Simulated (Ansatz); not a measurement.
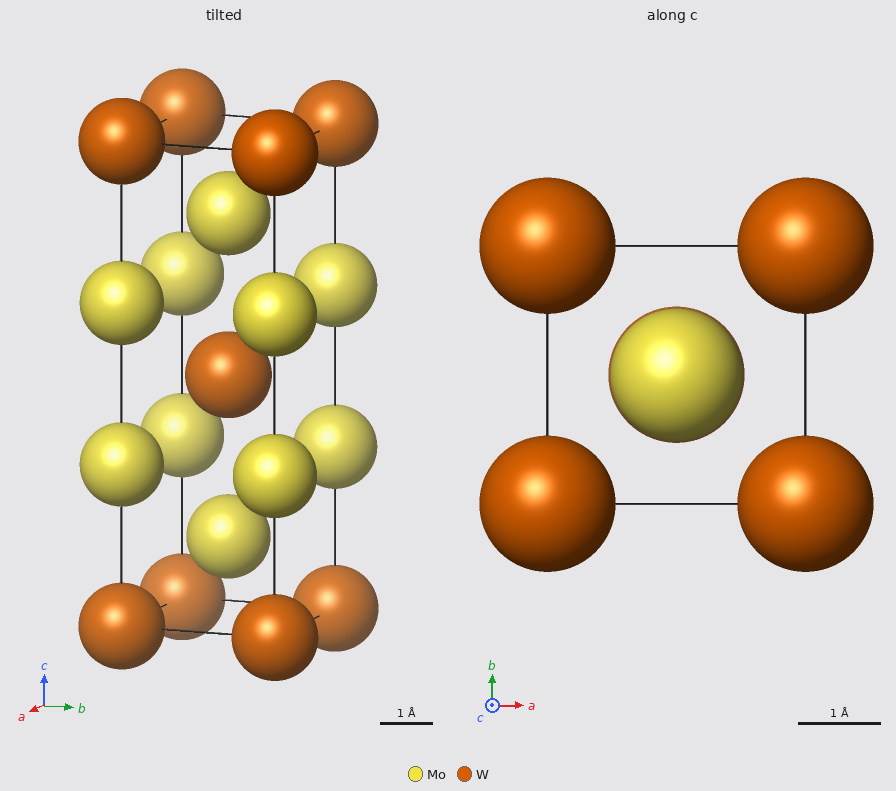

Spheres-only model, viewed slightly off an axis and along the c axis. The parallelepiped is the conventional unit cell.

**What is the chemical formula?**

Mo$_{2}$W. The cell holds 4 Mo, 2 W, counting shared atoms by their share.

**Lattice type?**

Body-centred tetragonal.

**Which space group describes the structure?**

I4/mmm (No. 139), with Mo on 4e and W on 2a.

It goes back to a textbook structure type filled with these elements (whether it is the usual form wasn't checked). The final geometry of a relaxation with DFT PBE, scalar-relativistic, plane waves, PAW in Ansatz 0.2.0 is shown.
